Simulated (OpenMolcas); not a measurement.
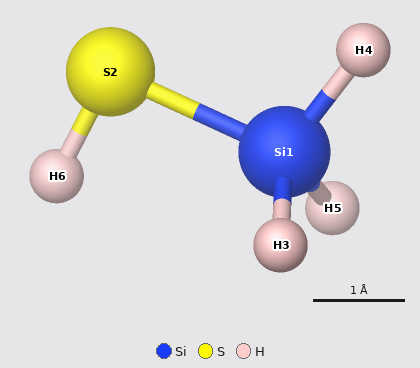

**Figure 1.** The structure as given in the input (ball-and-stick view, seen at a tilt; atoms are numbered from 1 in the order of the input). Bond lengths as drawn: H–S 1.34 Å, H–Si 1.48 Å and S–Si 2.14 Å.

## SiH$_{4}$S: energy and gradient calculation (part 1 of 2)

System: SiH$_{4}$S.
Method: HF/def2-SVP, RHF (OpenMolcas 26.06).

The geometry comes from this level: PBE0-D4/def2-TZVP.

Input file
```
&gateway
 baslib=$CurrDir
 coord=coord.xyz
 basis=def2-SVP
 group=NoSym

&seward

&scf
 thresholds=1e-10 1e-07 1e-07 1e-05
 prorbitals=1

&alaska
```

File coord.xyz
```
6

Si    -0.169800    -0.263400    -0.436000
S      0.907300    -0.012600     1.392800
H     -1.629800    -0.074300    -0.241600
H      0.108600    -1.658300    -0.852500
H      0.299800     0.681200    -1.481100
H      0.526100     1.263300     1.572300
```

Run as:
```bash
export MOLCAS_MEM=1860
pymolcas test.input > test.log
```

What the program printed
```
--- Start Module: gateway ---

                                              &GATEWAY

                       available to each process: 1.9 GB of memory, 1 thread

 Basis Set     1 Label: SI.DEF2-SVP
 Basis set is read from library:.
 basistype.tbl is not found

 Basis Set     2 Label: S.DEF2-SVP
 Basis set is read from library:.
 basistype.tbl is not found

 Basis Set     3 Label: H.DEF2-SVP
 Basis set is read from library:.
 basistype.tbl is not found

++    Symmetry information:
      ---------------------

                    Character Table for C1

                             E
                    a        1  x, y, xy, Rz, z, xz, Ry, yz, Rx, I
--

++    Basis set information:
      ----------------------

      Basis set label: SI.DEF2-SVP.........

      Electronic valence basis set:
      ------------------
      Associated Effective Charge  14.000000 au
      Associated Actual Charge     14.000000 au
      Nuclear Model: Point charge

      Shell  nPrim  nBasis  Cartesian Spherical Contaminant
         s      10       4        X
         p       7       3        X
         d       1       1                 X

      Basis set label: S.DEF2-SVP.........

      Electronic valence basis set:
      ------------------
      Associated Effective Charge  16.000000 au
      Associated Actual Charge     16.000000 au
      Nuclear Model: Point charge

      Shell  nPrim  nBasis  Cartesian Spherical Contaminant
         s      10       4        X
         p       7       3        X
         d       1       1                 X

      Basis set label: H.DEF2-SVP.........

      Electronic valence basis set:
      ------------------
      Associated Effective Charge   1.000000 au
      Associated Actual Charge      1.000000 au
      Nuclear Model: Point charge

      Shell  nPrim  nBasis  Cartesian Spherical Contaminant
         s       4       2        X
         p       1       1        X
--

++    Molecular structure info:
      -------------------------

                    ************************************************
                    **** Cartesian Coordinates / bohr, angstrom ****
                    ************************************************

     Center  Label                x              y              z                     x              y              z
        1      SI1             -0.320875      -0.497754      -0.823921             -0.169800      -0.263400      -0.436000
        2      S2               1.714549      -0.023811       2.632011              0.907300      -0.012600       1.392800
        3      H3              -3.079876      -0.140407      -0.456558             -1.629800      -0.074300      -0.241600
        4      H4               0.205224      -3.133733      -1.610992              0.108600      -1.658300      -0.852500
        5      H5               0.566540       1.287281      -2.798873              0.299800       0.681200      -1.481100
        6      H6               0.994185       2.387291       2.971216              0.526100       1.263300       1.572300

                    ***************************************
                    *    InterNuclear Distances / bohr    *
                    ***************************************

               1 SI1           2 S2            3 H3            4 H4            5 H5            6 H6
    1 SI1      0.000000
    2 S2       4.038692        0.000000
    3 H3       2.806196        5.704328        0.000000
    4 H4       2.800830        5.472910        4.591797        0.000000
    5 H5       2.806118        5.703629        4.563012        4.592056        0.000000
    6 H6       4.945294        2.539172        5.893799        7.218088        5.889553        0.000000

                    *******************************************
                    *    InterNuclear Distances / angstrom    *
                    *******************************************

               1 SI1           2 S2            3 H3            4 H4            5 H5            6 H6
    1 SI1      0.000000
    2 S2       2.137184        0.000000
    3 H3       1.484975        3.018600        0.000000
    4 H4       1.482135        2.896139        2.429874        0.000000
    5 H5       1.484933        3.018231        2.414642        2.430011        0.000000
    6 H6       2.616937        1.343672        3.118864        3.819648        3.116617        0.000000

                    **************************************
                    *    Valence Bond Angles / degree    *
                    **************************************
                          Atom centers                 Phi
                      3 H3       1 SI1      4 H4       109.96
                      3 H3       1 SI1      5 H5       108.79
                      4 H4       1 SI1      5 H5       109.97
--

            Nuclear Potential Energy             89.23863464 au

--- Stop Module: gateway /rc=_RC_ALL_IS_WELL_ ---

--- Start Module: seward ---

                                              &SEWARD

                       available to each process: 1.9 GB of memory, 1 thread

               SEWARD will generate:
                  Multipole Moment integrals up to order  2
                  Kinetic Energy integrals
                  Nuclear Attraction integrals (point charge)
                  One-Electron Hamiltonian integrals
                  Velocity integrals
                  Orbital angular momentum around (  0.6958  -0.2232   0.9251 )
                  Velocity quadrupole around (  0.6958  -0.2232   0.9251 )
                  Two-Electron Repulsion integrals

                   Integrals are discarded if absolute value <: 1.00E-14
                   Integral cutoff threshold is set to       <: 1.00E-16

            Nuclear Potential Energy             89.23863464 au

      Basis set specifications :
      Symmetry species         a
      Basis functions           56

--- Stop Module: seward /rc=_RC_ALL_IS_WELL_ ---
--- Module seward spent 1 second ---

--- Start Module: scf ---

                                                &SCF

                       available to each process: 1.9 GB of memory, 1 thread

++    Input section:
      --------------

      Header of the integral files:

      Cartesian coordinates in angstrom:
      -----------------------------------------------------
      No.  Label        X            Y            Z
      -----------------------------------------------------
       1   SI1       -0.16980000  -0.26340000  -0.43600000
       2   S2         0.90730000  -0.01260000   1.39280000
       3   H3        -1.62980000  -0.07430000  -0.24160000
       4   H4         0.10860000  -1.65830000  -0.85250000
       5   H5         0.29980000   0.68120000  -1.48110000
       6   H6         0.52610000   1.26330000   1.57230000
      -----------------------------------------------------
      Nuclear repulsion energy =   89.23863464
--

++    Orbital specifications:
      -----------------------

      Symmetry species               1
                                     a
      Frozen orbitals                0
      Occupied orbitals             17
      Secondary orbitals            39
      Deleted orbitals               0
      Total number of orbitals      56
      Number of basis functions     56
--

      Molecular charge                           0.000

++    Optimization specifications:
      ----------------------------

      SCF Algorithm: Conventional
      Minimized density differences are used
      Number of density matrices in core                 5
      Maximum number of NDDO SCF iterations            400
      Maximum number of HF SCF iterations              400
      Threshold for SCF energy change             1.00E-10
      Threshold for density matrix                1.00E-07
      Threshold for Fock matrix                   1.00E-07
      Threshold for linear dependence             1.00E-09
      Threshold at which DIIS is turned on        1.50E-01
      Maximum depth in the DIIS procedure                5
      Maximum depth in the BFGS Hessian update          30
      Threshold at which QNR/C2DIIS is turned on  7.50E-02
      Threshold for Norm(delta) (QNR/C2DIIS)      1.00E-05
      All orbitals punched on: SCFORB
--

      Input vectors read from INPORB
      Orbital file label: *Guess orbitals

++ Convergence information
                                   SCF        iterations: Energy and convergence statistics

Iter     Tot. SCF        One-elec.       Two-elec.     Energy      Max Dij or  Max Fij      DNorm      TNorm      AccCon     Time
         Energy          Energy          Energy        Change      Delta Norm                                                in Sec.
   1  -688.366239274 -1125.815044678   348.210170766   0.00E+00    2.21E-01*   1.11E-01*    8.12E+00   1.27E+02   None         0.
   2  -688.578064858 -1131.446319814   353.629620317  -2.12E-01*   5.28E-02*   3.63E-02*    1.37E+00   1.28E+02   EDIIS        0.
   3  -688.592210648 -1130.295072284   352.464226997  -1.41E-02*   1.54E-02*   7.07E-03*    3.53E-01   1.28E+02   c2DIIS       0.
   4  -688.593639607 -1130.523088831   352.690814585  -1.43E-03*   8.06E-03*   2.80E-03*    6.66E-02   1.28E+02   QNRc2DIIS    0.
   5  -688.593773463 -1130.503811098   352.671402996  -1.34E-04*   4.66E-03*   9.10E-04*    1.98E-02   1.28E+02   QNRc2DIIS    0.
   6  -688.593794925 -1130.503494509   352.671064945  -2.15E-05*   3.65E-04*   1.48E-04*    3.94E-03   1.28E+02   QNRc2DIIS    0.
   7  -688.593795295 -1130.504038585   352.671608652  -3.70E-07*   2.16E-04*   3.63E-05*    8.41E-04   1.28E+02   QNRc2DIIS    0.
   8  -688.593795343 -1130.503312560   352.670882579  -4.83E-08*   2.09E-05*   7.53E-06*    1.98E-04   1.28E+02   QNRc2DIIS    0.
   9  -688.593795344 -1130.503638838   352.671208855  -8.20E-10*   6.02E-06    1.81E-06*    4.19E-05   1.28E+02   QNRc2DIIS    0.
  10  -688.593795344 -1130.503605435   352.671175452  -6.87E-11    1.51E-06    3.35E-07*    6.96E-05   1.28E+02   QNRc2DIIS    0.
  11  -688.593795344 -1130.503600624   352.671170642  -1.59E-12    4.07E-07    1.00E-07*    1.70E-03   1.28E+02   QNRc2DIIS    0.
  12  -688.593795344 -1130.503600030   352.671170048   1.59E-12*   1.19E-07    3.45E-08     1.58E-02   1.28E+02   QNRc2DIIS    0.
  13  -688.593795344 -1130.503600059   352.671170077  -2.05E-12    2.32E-08    6.01E-09     9.73E-04   1.28E+02   QNRc2DIIS    0.

       Convergence after  13 Iterations
--

 *****************************************************************************************************************************
 *                                             SCF/KS-DFT Program, Final results                                             *
 *                                                       Final Results                                                       *
 *****************************************************************************************************************************

::    Total SCF energy                               -688.5937953441
      One-electron energy                           -1130.5036000595
      Two-electron energy                             352.6711700769
      Nuclear repulsion energy                         89.2386346385
      Kinetic energy (interpolated)                   688.4683978512
      Virial theorem                                    1.0001821398
      Total spin, S(S+1)                                0.0000000000
      Total spin, S                                     0.0000000000
      Max non-diagonal density matrix element           0.0000000265
      Max non-diagonal Fock matrix element              0.0000000026

      All orbitals with orbital energies smaller than  E(LUMO)+0.5 are printed

++    Molecular orbitals:
      -------------------

      Title: SCF orbitals

      Molecular orbitals for symmetry species 1: a

          Orbital            1         2         3         4         5         6         7         8         9        10
          Energy          -91.9161  -68.7822   -8.9531   -6.6408   -6.6398   -6.6377   -6.1531   -4.2639   -4.2629   -4.2626
          Occ. No.          2.0000    2.0000    2.0000    2.0000    2.0000    2.0000    2.0000    2.0000    2.0000    2.0000

        1 SI1    1s        -0.0000    0.9949   -0.0000   -0.0001   -0.0001    0.0000    0.2947    0.0009   -0.0000    0.0000
        2 SI1    1s        -0.0000   -0.0199   -0.0001   -0.0002   -0.0002    0.0000    1.0277    0.0035   -0.0001    0.0000
        3 SI1    1s        -0.0004   -0.0089   -0.0005   -0.0006    0.0003   -0.0000   -0.0282    0.0009    0.0003    0.0000
        4 SI1    1s         0.0041    0.0061    0.0047    0.0048    0.0051    0.0000    0.0153    0.0046   -0.0012    0.0000
        5 SI1    2px        0.0000   -0.0000    0.0000    0.0001    0.0001   -0.0000   -0.0012    0.4308   -0.4063    0.7902
        6 SI1    2px        0.0000    0.0001   -0.0001   -0.0001    0.0001    0.0001   -0.0005    0.0176   -0.0162    0.0313
        7 SI1    2px        0.0007   -0.0002    0.0008    0.0010    0.0006   -0.0015   -0.0006   -0.0020    0.0035   -0.0069
        8 SI1    2py       -0.0000    0.0000   -0.0000    0.0000    0.0000   -0.0000   -0.0007    0.2810    0.8954    0.3072
        9 SI1    2py        0.0001   -0.0000    0.0001   -0.0001    0.0000    0.0001   -0.0003    0.0114    0.0356    0.0122
       10 SI1    2py       -0.0002    0.0001   -0.0003   -0.0007    0.0007   -0.0006    0.0001   -0.0024   -0.0082   -0.0027
       11 SI1    2pz        0.0000   -0.0000    0.0000    0.0001    0.0001    0.0000   -0.0023    0.8426   -0.0908   -0.5065
       12 SI1    2pz        0.0001    0.0001   -0.0000   -0.0001    0.0003   -0.0001   -0.0009    0.0344   -0.0036   -0.0201
       13 SI1    2pz        0.0010   -0.0003    0.0011    0.0011    0.0013    0.0010   -0.0008   -0.0047    0.0004    0.0044
       14 SI1    3d2-      -0.0000    0.0000   -0.0000   -0.0002    0.0000   -0.0002   -0.0001    0.0003    0.0003    0.0004
       15 SI1    3d1-       0.0000    0.0001   -0.0000   -0.0001   -0.0001    0.0001   -0.0002    0.0006   -0.0004   -0.0005
       16 SI1    3d0       -0.0000    0.0001   -0.0001   -0.0003   -0.0002    0.0001   -0.0004    0.0014   -0.0000    0.0003
       17 SI1    3d1+       0.0000    0.0002   -0.0002   -0.0002   -0.0004   -0.0001   -0.0005    0.0017   -0.0005   -0.0000
       18 SI1    3d2+      -0.0000    0.0000   -0.0000   -0.0002   -0.0000    0.0001   -0.0001    0.0005    0.0005   -0.0006
       19 S2     1s         0.9943   -0.0000    0.3075    0.0007   -0.0018   -0.0000    0.0000   -0.0001    0.0000   -0.0000
       20 S2     1s        -0.0215   -0.0000    1.0281    0.0025   -0.0070   -0.0000    0.0000   -0.0004    0.0000   -0.0000
       21 S2     1s         0.0099   -0.0003    0.0313   -0.0005    0.0045   -0.0000   -0.0000    0.0021    0.0003    0.0000
       22 S2     1s        -0.0077    0.0005   -0.0124   -0.0012   -0.0057    0.0000    0.0001   -0.0042   -0.0013   -0.0000
       23 S2     2px       -0.0001    0.0000    0.0030    0.0219    0.5910    0.7879    0.0002   -0.0003    0.0000    0.0000
       24 S2     2px       -0.0004    0.0001   -0.0010   -0.0008   -0.0256   -0.0324   -0.0000   -0.0003   -0.0000   -0.0000
       25 S2     2px        0.0009   -0.0005    0.0012    0.0006    0.0047    0.0046   -0.0006    0.0019   -0.0001    0.0008
       26 S2     2py        0.0002   -0.0000   -0.0038    0.8262   -0.4388    0.3067    0.0000   -0.0000    0.0001    0.0000
       27 S2     2py        0.0005   -0.0001    0.0011   -0.0370    0.0192   -0.0126   -0.0002    0.0002    0.0001   -0.0000
       28 S2     2py       -0.0000    0.0004   -0.0005    0.0060   -0.0030    0.0018    0.0007   -0.0007   -0.0003    0.0003
       29 S2     2pz       -0.0001   -0.0000    0.0023    0.5346    0.6541   -0.5062    0.0003   -0.0004    0.0001   -0.0000
       30 S2     2pz       -0.0004    0.0001   -0.0009   -0.0237   -0.0282    0.0208   -0.0001   -0.0003    0.0000    0.0000
       31 S2     2pz        0.0014   -0.0005    0.0015    0.0047    0.0056   -0.0030   -0.0005    0.0026   -0.0004   -0.0005
       32 S2     3d2-      -0.0002   -0.0000   -0.0002    0.0007   -0.0005   -0.0002   -0.0000    0.0000    0.0002   -0.0000
       33 S2     3d1-       0.0001    0.0001    0.0001   -0.0003   -0.0001    0.0002    0.0001   -0.0003    0.0002    0.0000
       34 S2     3d0       -0.0003    0.0003   -0.0002    0.0008   -0.0002   -0.0001    0.0003   -0.0009    0.0003   -0.0001
       35 S2     3d1+      -0.0002    0.0004    0.0001    0.0003    0.0002   -0.0000    0.0005   -0.0013    0.0002    0.0000
       36 S2     3d2+      -0.0003    0.0000   -0.0004    0.0011   -0.0003    0.0002    0.0000   -0.0002    0.0001    0.0001
       37 H3     1s        -0.0000    0.0009   -0.0001   -0.0000   -0.0002   -0.0001    0.0005    0.0004   -0.0006    0.0009
       38 H3     1s        -0.0008   -0.0011   -0.0008   -0.0009   -0.0012   -0.0008   -0.0031   -0.0014    0.0022   -0.0029
       39 H3     2px       -0.0001    0.0007   -0.0001   -0.0001   -0.0002   -0.0001   -0.0005    0.0001   -0.0001    0.0002
       40 H3     2py        0.0000   -0.0001    0.0000    0.0000   -0.0000    0.0001    0.0001   -0.0001   -0.0001   -0.0001
       41 H3     2pz       -0.0001   -0.0001   -0.0001   -0.0001   -0.0001   -0.0000    0.0001   -0.0002    0.0000    0.0001
       42 H4     1s        -0.0000    0.0009   -0.0001   -0.0003   -0.0001    0.0000    0.0005    0.0006    0.0009   -0.0000
       43 H4     1s        -0.0011   -0.0010   -0.0013   -0.0013   -0.0010    0.0000   -0.0027   -0.0025   -0.0032    0.0000
       44 H4     2px       -0.0000   -0.0001   -0.0000    0.0000   -0.0000    0.0001    0.0001   -0.0002    0.0000   -0.0001
       45 H4     2py       -0.0001    0.0007   -0.0001   -0.0001   -0.0001    0.0000   -0.0005    0.0002    0.0002   -0.0000
       46 H4     2pz       -0.0001    0.0002   -0.0000   -0.0001   -0.0001   -0.0001   -0.0001   -0.0002    0.0001    0.0001
       47 H5     1s        -0.0000    0.0009   -0.0001   -0.0000   -0.0002    0.0001    0.0005    0.0004   -0.0006   -0.0009
       48 H5     1s        -0.0008   -0.0011   -0.0008   -0.0009   -0.0012    0.0008   -0.0031   -0.0014    0.0022    0.0029
       49 H5     2px       -0.0000   -0.0002   -0.0000   -0.0001   -0.0000    0.0000    0.0002   -0.0002    0.0001   -0.0000
       50 H5     2py        0.0000   -0.0005    0.0001    0.0001    0.0000   -0.0001    0.0003   -0.0002    0.0000    0.0002
       51 H5     2pz       -0.0001    0.0005   -0.0001   -0.0001   -0.0002    0.0000   -0.0004   -0.0001   -0.0001   -0.0002
       52 H6     1s        -0.0005   -0.0001   -0.0005    0.0014   -0.0002    0.0000   -0.0002    0.0005    0.0001    0.0000
       53 H6     1s         0.0008   -0.0008    0.0016   -0.0025    0.0011   -0.0000   -0.0013    0.0015    0.0017   -0.0000
       54 H6     2px       -0.0003    0.0001   -0.0002    0.0005   -0.0002    0.0001    0.0001   -0.0002   -0.0001    0.0000
       55 H6     2py        0.0009    0.0001    0.0005   -0.0018    0.0009    0.0000    0.0001   -0.0001   -0.0002    0.0000
       56 H6     2pz        0.0001    0.0002    0.0000   -0.0003    0.0002   -0.0001    0.0002   -0.0004   -0.0003   -0.0000
```
